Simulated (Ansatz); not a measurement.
# Work function of Au(111): what the settings cost and change, part 2 of 2

How thick a slab and how much vacuum does the work function of Au(111) need?

Ansatz 0.2.0; plane-wave DFT, PBE, Ansatz PAW.

So far, work function, upper face (eV): step 2 (slab, setting 1 layer) 5.41; step 4 (run, 3 atoms) 5.19; step 5 (slab, 4 atoms) 5.18; step 6 (run, 5 atoms) 5.18; step 7 (slab, 6 atoms) 5.12.

## (8) Slab, 8 atoms

System of this step: Au(111). The cell holds 8 atoms: 8 Au. Cell: a = 2.885 Å, b = 2.885 Å, c = 34.489 Å, α = 90.0°, β = 90.0°, γ = 60.0°. Vacuum lies along c.

Input file input.yaml:

```yaml
crystal:
  lattice:
    - [2.8849956672, 0.0, 0.0]
    - [1.4424978336, 2.4984795376, 0.0]
    - [0.0, 0.0, 34.4891236881]
  atoms:
    - { symbol: Au, position: [0.6666666667, 0.6666666667, 0.2609518317] }
    - { symbol: Au, position: [0.0, 0.0, 0.3292513084] }
    - { symbol: Au, position: [0.3333333333, 0.3333333333, 0.397550785] }
    - { symbol: Au, position: [0.6666666667, 0.6666666667, 0.4658502617] }
    - { symbol: Au, position: [0.0, 0.0, 0.5341497383] }
    - { symbol: Au, position: [0.3333333333, 0.3333333333, 0.602449215] }
    - { symbol: Au, position: [0.6666666667, 0.6666666667, 0.6707486916] }
    - { symbol: Au, position: [0.0, 0.0, 0.7390481683] }
kpoints:
  mp_grid: { grid: [16, 16, 1] }
hamiltonian:
  xc: pbe
scf:
  occupations: { method: fermi_dirac, width: 0.1 }
  convergence: { dr2_threshold: 1.0e-09 }
efield:
  axis: 3
  dipole_correction: true
  ramp_position: 0.97
  ramp_width: 0.06
output:
  write_potential: true
  write_density: true
  volumetric_format: npy
```

Command:

```bash
ansatz run input.yaml --threads 2 --pin off --max-ram 3072MiB --backend cpu --events-out ev --progress --plain --runs-dir out
```

Numbers of over 12 decimals in the logs are rounded to 6 here.

Log:

```text
[...]
Crystal: 8 atoms, lattice volume = 248.601 Å³
Basis set: ecut = 420 eV, 4867 PW (Γ)
Bands: 92, of which v1, the nominal top of the filled ones, is band 76 counted from 1 (75 counted from 0)
Symmetry: 6 space group operations
k-points: 30 of 256 (time reversal used)
[...]
k-point 1: bands = [... 72 lower, 6.4721, 6.6546, 6.6777, 6.8654, 6.9101, 7.0123, 7.4719, 8.7280, ... 12 higher]
  k-point 2: bands = [... 72 lower, 6.3539, 6.6626, 6.6670, 6.9221, 7.0311, 7.2771, 8.1587, 9.3954, ... 12 higher]
  k-point 29: bands = [... 72 lower, 10.8347, 11.2154, 11.7654, 11.9808, 11.9941, 12.2621, 12.3695, 12.5353, ... 12 higher]
[key lines of the parts left out:]
SCF converged after 10 iterations
Free energy (F): -105193.875643 eV
Fermi energy:    9.012191 eV
Dipole field:    D = 0.000000 V/Å  (p = 0.000000 e·Å, saw-weighted, corrected)
Work function:   Φ+ = 5.1088 eV   Φ− = 5.1088 eV
```

The job ended after 54 s (2 threads of Intel Xeon 6975P-C (Granite Rapids), shared host; peak memory 1 GiB).

The work function is 5.109 eV, -0.010 eV from the run “6 layers”, at 1.7 times its CPU time.

## (9) Slab, 10 atoms

System of this step: Au(111). The cell holds 10 atoms: 10 Au. Cell: a = 2.885 Å, b = 2.885 Å, c = 39.200 Å, α = 90.0°, β = 90.0°, γ = 60.0°. Vacuum lies along c.

input.yaml, the sections that differ from step 8:

```yaml
crystal:
  lattice:
    - [2.8849956672, 0.0, 0.0]
    - [1.4424978336, 2.4984795376, 0.0]
    - [0.0, 0.0, 39.2003018846]
  atoms:
    - { symbol: Au, position: [0.0, 0.0, 0.2295900686] }
    - { symbol: Au, position: [0.3333333333, 0.3333333333, 0.2896811645] }
    - { symbol: Au, position: [0.6666666667, 0.6666666667, 0.3497722603] }
    - { symbol: Au, position: [0.0, 0.0, 0.4098633562] }
    - { symbol: Au, position: [0.3333333333, 0.3333333333, 0.4699544521] }
    - { symbol: Au, position: [0.6666666667, 0.6666666667, 0.5300455479] }
    - { symbol: Au, position: [0.0, 0.0, 0.5901366438] }
    - { symbol: Au, position: [0.3333333333, 0.3333333333, 0.6502277397] }
    - { symbol: Au, position: [0.6666666667, 0.6666666667, 0.7103188355] }
    - { symbol: Au, position: [0.0, 0.0, 0.7704099314] }
# kpoints, hamiltonian, scf, efield, output: as in step 8
```

Log:

```text
[...]
Crystal: 10 atoms, lattice volume = 282.560 Å³
Basis set: ecut = 420 eV, 5519 PW (Γ)
Bands: 114, of which v1, the nominal top of the filled ones, is band 95 counted from 1 (94 counted from 0)
Symmetry: 6 space group operations
k-points: 30 of 256 (time reversal used)
[...]
k-point 1: bands = [... 91 lower, 7.9413, 8.0321, 8.1808, 8.1856, 8.3595, 8.4234, 8.5140, 9.1797, ... 15 higher]
  k-point 2: bands = [... 91 lower, 7.9513, 8.0272, 8.1927, 8.3741, 8.4430, 8.4939, 9.1168, 9.9377, ... 15 higher]
  k-point 29: bands = [... 91 lower, 12.4542, 12.8479, 13.3228, 13.3448, 13.3586, 13.5891, 13.6241, 13.8468, ... 15 higher]
[key lines of the parts left out:]
SCF converged after 10 iterations
Free energy (F): -131492.477315 eV
Fermi energy:    10.409259 eV
Dipole field:    D = -0.000000 V/Å  (p = -0.000001 e·Å, saw-weighted, corrected)
Work function:   Φ+ = 5.1312 eV   Φ− = 5.1312 eV
```

Wall time 89 s (2 threads); peak memory 1.3 GiB.

The work function is 5.131 eV, +0.022 eV from the run “8 layers”, at 1.7 times its CPU time.

## (10) Slab, 13 atoms

System of this step: Au(111). The cell holds 13 atoms: 13 Au. Its edges and angles: a = 2.885 Å, b = 2.885 Å, c = 46.267 Å, α = 90.0°, β = 90.0°, γ = 60.0°. Vacuum lies along c.

input.yaml, the sections that differ from step 9:

```yaml
crystal:
  lattice:
    - [2.8849956672, 0.0, 0.0]
    - [1.4424978336, 2.4984795376, 0.0]
    - [0.0, 0.0, 46.2670691795]
  atoms:
    - { symbol: Au, position: [0.0, 0.0, 0.1945228034] }
    - { symbol: Au, position: [0.3333333333, 0.3333333333, 0.2454356695] }
    - { symbol: Au, position: [0.6666666667, 0.6666666667, 0.2963485356] }
    - { symbol: Au, position: [0.0, 0.0, 0.3472614017] }
    - { symbol: Au, position: [0.3333333333, 0.3333333333, 0.3981742678] }
    - { symbol: Au, position: [0.6666666667, 0.6666666667, 0.4490871339] }
    - { symbol: Au, position: [0.0, 0.0, 0.5] }
    - { symbol: Au, position: [0.3333333333, 0.3333333333, 0.5509128661] }
    - { symbol: Au, position: [0.6666666667, 0.6666666667, 0.6018257322] }
    - { symbol: Au, position: [0.0, 0.0, 0.6527385983] }
    - { symbol: Au, position: [0.3333333333, 0.3333333333, 0.7036514644] }
    - { symbol: Au, position: [0.6666666667, 0.6666666667, 0.7545643305] }
    - { symbol: Au, position: [0.0, 0.0, 0.8054771966] }
# kpoints, hamiltonian, scf, efield, output: as in step 9
```

Log:

```text
[...]
Crystal: 13 atoms, lattice volume = 333.498 Å³
Basis set: ecut = 420 eV, 6503 PW (Γ)
Bands: 149, of which v1, the nominal top of the filled ones, is band 124 counted from 1 (123 counted from 0)
Symmetry: 6 space group operations
k-points: 30 of 256 (time reversal used)
[...]
k-point 1: bands = [... 120 lower, 9.6296, 9.6936, 9.7563, 9.8568, 9.9685, 10.0050, 10.0053, 10.4396, ... 21 higher]
  k-point 2: bands = [... 120 lower, 9.7070, 9.7210, 9.8722, 9.9853, 10.0254, 10.1107, 10.5886, 11.1752, ... 21 higher]
  k-point 29: bands = [... 120 lower, 14.4831, 14.8742, 14.8834, 14.8845, 15.0615, 15.0646, 15.2035, 15.3111, ... 21 higher]
[key lines of the parts left out:]
SCF converged after 10 iterations
Free energy (F): -170940.401215 eV
Fermi energy:    11.982190 eV
Dipole field:    D = 0.000000 V/Å  (p = 0.000000 e·Å, saw-weighted, corrected)
Work function:   Φ+ = 5.1426 eV   Φ− = 5.1425 eV
```

Wall time 2.5 min (2 threads); peak memory 1.9 GiB.

The work function is 5.143 eV, +0.011 eV from the run “10 layers”, at 1.7 times its CPU time.

## (11) Run, 7 atoms

System of this step: Au(111). The cell holds 7 atoms: 7 Au. Cell: a = 2.885 Å, b = 2.885 Å, c = 24.134 Å, α = 90.0°, β = 90.0°, γ = 60.0°. Vacuum lies along c.

input.yaml, the sections that differ from step 10:

```yaml
crystal:
  lattice:
    - [2.8849956672, 0.0, 0.0]
    - [1.4424978336, 2.4984795376, 0.0]
    - [0.0, 0.0, 24.1335345898]
  atoms:
    - { symbol: Au, position: [0.0, 0.0, 0.2071805927] }
    - { symbol: Au, position: [0.3333333333, 0.3333333333, 0.3047870618] }
    - { symbol: Au, position: [0.6666666667, 0.6666666667, 0.4023935309] }
    - { symbol: Au, position: [0.0, 0.0, 0.5] }
    - { symbol: Au, position: [0.3333333333, 0.3333333333, 0.5976064691] }
    - { symbol: Au, position: [0.6666666667, 0.6666666667, 0.6952129382] }
    - { symbol: Au, position: [0.0, 0.0, 0.7928194073] }
# kpoints, hamiltonian, scf, efield, output: as in step 10
```

Log:

```text
[...]
Crystal: 7 atoms, lattice volume = 173.957 Å³
Basis set: ecut = 420 eV, 3417 PW (Γ)
Bands: 80, of which v1, the nominal top of the filled ones, is band 67 counted from 1 (66 counted from 0)
Symmetry: 6 space group operations
k-points: 30 of 256 (time reversal used)
[...]
k-point 1: bands = [... 63 lower, 10.1050, 10.1686, 10.2963, 10.4138, 10.5412, 10.8220, 12.1658, 12.7645, ... 9 higher]
  k-point 2: bands = [... 63 lower, 9.9963, 10.1098, 10.4229, 10.5493, 10.5589, 11.4515, 12.8023, 13.6559, ... 9 higher]
  k-point 29: bands = [... 63 lower, 14.4009, 14.8757, 15.5267, 15.5497, 15.5598, 15.9852, 16.0252, 16.8049, ... 9 higher]
[key lines of the parts left out:]
SCF converged after 10 iterations
Free energy (F): -92044.560598 eV
Fermi energy:    12.489485 eV
Dipole field:    D = -0.000000 V/Å  (p = -0.000000 e·Å, saw-weighted, corrected)
Work function:   Φ+ = 5.1606 eV (in doubt: plateau slope 2.4e-2 eV/Å)   Φ− = 5.1618 eV (in doubt: plateau slope 1.6e-2 eV/Å)
```

It took 31 s on 2 threads; peak memory 0.73 GiB.

The work function is 5.161 eV. The program marks this work function as in doubt.

## (12) Run, 7 atoms (run 2)

The cell differs from the one that the last finished run ended in (c 24.134 → 28.134 Å).

input.yaml, the sections that differ from step 11:

```yaml
crystal:
  lattice:
    - [2.8849956672, 0.0, 0.0]
    - [1.4424978336, 2.4984795376, 0.0]
    - [0.0, 0.0, 28.1335345898]
  atoms:
    - { symbol: Au, position: [0.0, 0.0, 0.2488133859] }
    - { symbol: Au, position: [0.3333333333, 0.3333333333, 0.3325422573] }
    - { symbol: Au, position: [0.6666666667, 0.6666666667, 0.4162711286] }
    - { symbol: Au, position: [0.0, 0.0, 0.5] }
    - { symbol: Au, position: [0.3333333333, 0.3333333333, 0.5837288714] }
    - { symbol: Au, position: [0.6666666667, 0.6666666667, 0.6674577427] }
    - { symbol: Au, position: [0.0, 0.0, 0.7511866141] }
# kpoints, hamiltonian, scf, efield, output: as in step 11
```

Log:

```text
[...]
Crystal: 7 atoms, lattice volume = 202.789 Å³
Basis set: ecut = 420 eV, 3959 PW (Γ)
Bands: 80, of which v1, the nominal top of the filled ones, is band 67 counted from 1 (66 counted from 0)
Symmetry: 6 space group operations
k-points: 30 of 256 (time reversal used)
[...]
k-point 1: bands = [... 63 lower, 7.5951, 7.6588, 7.7865, 7.9039, 8.0313, 8.3120, 9.6573, 10.2527, ... 9 higher]
  k-point 2: bands = [... 63 lower, 7.4864, 7.5999, 7.9131, 8.0395, 8.0490, 8.9414, 10.2939, 11.1436, ... 9 higher]
  k-point 29: bands = [... 63 lower, 11.8910, 12.3658, 13.0169, 13.0399, 13.0500, 13.4753, 13.5154, 14.2950, ... 9 higher]
[key lines of the parts left out:]
SCF converged after 10 iterations
Free energy (F): -92044.560590 eV
Fermi energy:    9.979631 eV
Dipole field:    D = -0.000000 V/Å  (p = -0.000000 e·Å, saw-weighted, corrected)
Work function:   Φ+ = 5.1637 eV   Φ− = 5.1637 eV
```

Run time: 32 s. Hardware: 2 threads; peak memory 0.82 GiB; 62 s of CPU time.

The work function is 5.164 eV, +0.003 eV from the run “7 layers, 10 Å of vacuum”, at 1.0 times its CPU time.

## (13) Run, 7 atoms (run 3)

The cell differs from the one that the last finished run ended in (c 28.134 → 40.134 Å).

input.yaml, the sections that differ from step 12:

```yaml
crystal:
  lattice:
    - [2.8849956672, 0.0, 0.0]
    - [1.4424978336, 2.4984795376, 0.0]
    - [0.0, 0.0, 40.1335345898]
  atoms:
    - { symbol: Au, position: [0.0, 0.0, 0.3239186414] }
    - { symbol: Au, position: [0.3333333333, 0.3333333333, 0.3826124276] }
    - { symbol: Au, position: [0.6666666667, 0.6666666667, 0.4413062138] }
    - { symbol: Au, position: [0.0, 0.0, 0.5] }
    - { symbol: Au, position: [0.3333333333, 0.3333333333, 0.5586937862] }
    - { symbol: Au, position: [0.6666666667, 0.6666666667, 0.6173875724] }
    - { symbol: Au, position: [0.0, 0.0, 0.6760813586] }
# kpoints, hamiltonian, scf, efield, output: as in step 12
```

Log:

```text
[...]
Crystal: 7 atoms, lattice volume = 289.287 Å³
Basis set: ecut = 420 eV, 5643 PW (Γ)
Bands: 80, of which v1, the nominal top of the filled ones, is band 67 counted from 1 (66 counted from 0)
Symmetry: 6 space group operations
k-points: 30 of 256 (time reversal used)
[...]
k-point 0: bands = [... 63 lower, 3.0647, 3.0647, 3.3725, 3.3725, 3.4970, 3.4970, 4.8136, 5.3139, ... 9 higher]
  k-point 1: bands = [... 63 lower, 3.0674, 3.1310, 3.2587, 3.3761, 3.5035, 3.7842, 5.1296, 5.7249, ... 9 higher]
  k-point 2: bands = [... 63 lower, 2.9586, 3.0721, 3.3853, 3.5117, 3.5212, 4.4136, 5.7661, 6.6158, ... 9 higher]
  k-point 29: bands = [... 63 lower, 7.3632, 7.8380, 8.4891, 8.5121, 8.5222, 8.9475, 8.9876, 9.7672, ... 9 higher]
[key lines of the parts left out:]
SCF converged after 10 iterations
Free energy (F): -92044.560581 eV
Fermi energy:    5.451842 eV
Dipole field:    D = -0.000001 V/Å  (p = -0.000001 e·Å, saw-weighted, corrected)
Work function:   Φ+ = 5.1636 eV   Φ− = 5.1635 eV
```

The job ended after 50 s (2 threads; peak memory 1 GiB; 98 s of CPU time).

The work function is 5.164 eV, -0.000 eV from the run “7 layers, 14 Å of vacuum”, at 1.6 times its CPU time.

## (14) Side by side

Times are for 2 threads of Intel Xeon 6975P-C (Granite Rapids), shared host. The runs compared:

```tsv
no.	setting	work function, upper face (eV)	time	memory (GiB)
1	1 layer	5.414	4.3 s	0.44
2	2 layers	5.361	8 s	0.42
3	3 layers	5.193	14 s	0.52
4	4 layers	5.182	17 s	0.58
5	5 layers	5.175	27 s	0.65
6	6 layers	5.118	33 s	0.78
7	8 layers	5.109	54 s	1.0
8	10 layers	5.131	89 s	1.3
9	13 layers	5.143	2.5 min	1.9
10	7 layers, 10 Å of vacuum	5.161	31 s	0.73
11	7 layers, 14 Å of vacuum	5.164	32 s	0.82
12	7 layers, 26 Å of vacuum	5.164	50 s	1.0
```

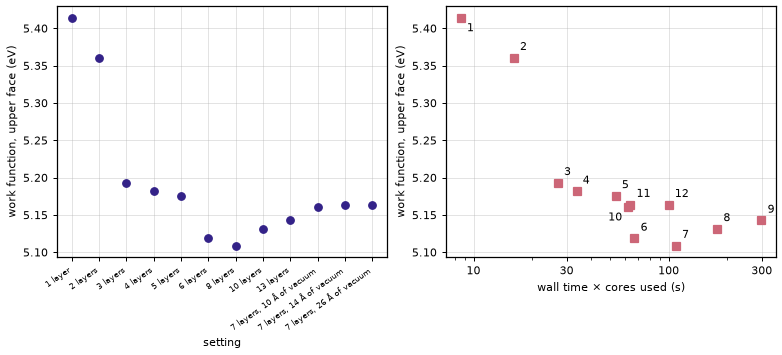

The series as plots; the last panel sets the first result against cost, with the runs numbered as in the table.

## (15) A changed input

System of this step: Au(111) monolayer. The cell holds 1 atom: 1 Au. Cell: a = 2.885 Å, b = 2.885 Å, c = 18.000 Å, α = 90.0°, β = 90.0°, γ = 60.0°. Vacuum lies along c.

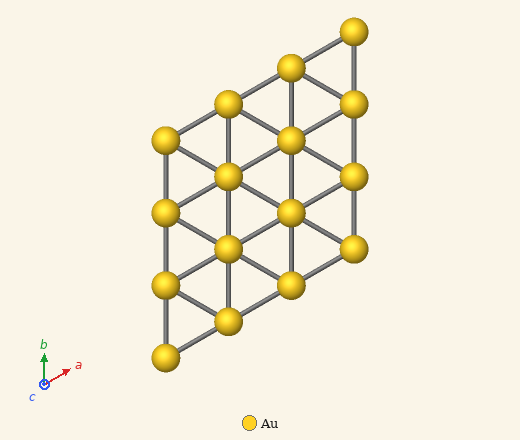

The cell of this step (gold yellow). 4×4×1 cells are drawn.

An input spoilt on purpose, to show how the run answers: it repeats the earlier run “1 layer” with efield.axis from 3 to 2, and scf.max_iter set to 60; its output block differs too.

input.yaml, the sections that differ from step 13:

```yaml
crystal:
  lattice:
    - [2.8849956672, 0.0, 0.0]
    - [1.4424978336, 2.4984795376, 0.0]
    - [0.0, 0.0, 18.0]
  atoms:
    - { symbol: Au, position: [0.6666666667, 0.6666666667, 0.5] }
scf:
  occupations: { method: fermi_dirac, width: 0.1 }
  convergence: { dr2_threshold: 1.0e-09 }
  max_iter: 60
efield:
  axis: 2
  dipole_correction: true
  ramp_position: 0.97
  ramp_width: 0.06
# kpoints, hamiltonian, output: as in step 13
```

Log:

```text
[...]
Crystal: 1 atoms, lattice volume = 129.746 Å³
Basis set: ecut = 420 eV, 2545 PW (Γ)
Bands: 14, of which v1, the nominal top of the filled ones, is band 10 counted from 1 (9 counted from 0)
Symmetry: 4 space group operations
k-points: 73 of 256 (time reversal used)
[...]
SCF iter   1: F=—  HF=-13146.809679 eV  |F-HF|=—  |Δ(HF+E_count)|=         —  Δρ=1.77e-2  dr2=4.56e-1  ethr=1.77e-3  p=1.968 e·Å  D=2.74e0 V/Å  ΔV_dip=-6.86 eV  dr2_dipole=1.10e-1  V_vac-E_F(+/−)=1.90/6.69 eV  ⟨swp⟩=6.2  Hψ=6029  notcnv=0
[...]
SCF iter   8: F=-13146.605179 eV  HF=-13146.605179 eV  |F-HF|=1.13e-10  |Δ(HF+E_count)|=   2.56e-9  Δρ=2.77e-7  dr2=3.49e-11  ethr=5.26e-12  p=1.712 e·Å  D=2.39e0 V/Å  ΔV_dip=-5.97 eV  dr2_dipole=1.72e-14  V_vac-E_F(+/−)=1.73/5.96 eV  ⟨swp⟩=6.6  Hψ=4041  notcnv=0
[...]
SCF 1 converged in 8 iterations: F = -13146.605179 eV  dr2 = 3.49e-11
[...]
SCF converged after 8 iterations
Free energy (F): -13146.605179 eV
[...]
Internal energy: -13146.600861 eV  (E = F + TS)
E sigma→0 (E₀):  -13146.603020 eV
Entropy (-TS):   -0.004318 eV (-4.318 meV/atom)
Fermi energy:    -2.187295 eV
Dipole field:    D = 2.388140 V/Å  (p = 1.712346 e·Å, saw-weighted, corrected)
Work function:   Φ+ = 1.7308 eV (in doubt: plateau slope 4.8e0 eV/Å)   Φ− = 5.9595 eV (in doubt: plateau slope 5.8e0 eV/Å)
[...]
--- Band table (eV; the first three rows and the last of 73) ---
  k-point 0: bands = [... 6 lower, -5.5657, -5.2441, -4.1337, -4.0657, -0.5043, 2.9366, 3.5819, 3.7530]
  k-point 1: bands = [... 6 lower, -5.5740, -5.2137, -4.1863, -4.1492, -0.3301, 3.0268, 3.6806, 3.8431]
  k-point 2: bands = [... 6 lower, -5.3617, -5.1204, -4.4861, -4.1930, 0.1349, 3.2973, 3.9748, 4.1133]
  k-point 72: bands = [... 6 lower, -5.1256, -4.8485, -4.4562, -0.6113, 4.8687, 4.9852, 7.3344, 8.1624]
```

It took 9.1 s on 2 threads; peak memory 0.53 GiB.

The field now lies along an axis in the plane, so the dipole that the program prints is another component and can't be set beside the earlier one.

With this change the program also warns of density in the ramp of the sawtooth; these numbers are not the system's.

## (16) Results

```json
{
  "work function, 1 layer": "5.414 eV",
  "work function, 6 layers": "5.118 eV",
  "work function, 8 layers": "5.109 eV",
  "work function, 13 layers": "5.143 eV"
}
```

What this shows: The thickest slab gives 5.14 eV, and the settings tried spread the value from 5.11 to 5.41 eV. At 18 Å of vacuum, the slabs from 4 layers on stay within 0.04 eV of the thickest. Going from 10 to 26 Å of vacuum moves it by 0.003 eV. The program marks the value as in doubt in “7 layers, 10 Å of vacuum”. A compiled measured value is 5.33 eV (arxiv:1702.08515, 2017), but the real face reconstructs and these slabs don't, so it is no test of the method. The ladder's slabs use the tabulated experimental lattice constant (two decimals; a low-temperature value for the alkali metals). In 1 run of the series (7 layers, 10 Å of vacuum) the program warns that electrons reach the sawtooth's ramp, which makes dipole and work function less sure.

[Logs are printed without paths, hosts, clocks, repeated set-up lines and the standing remarks that a program may print on its own settings, such as how far it seeks lower states.]

[Hosts, paths, dates, database ids (printed as entryN), source tags and the programs' standing remarks are cut or masked in the printed files.]

[Maps of the electrostatic potential energy from Ansatz leave out the sawtooth potential of an applied field or a dipole correction, so their vacuum need not be flat; planar profiles and work functions include it.]
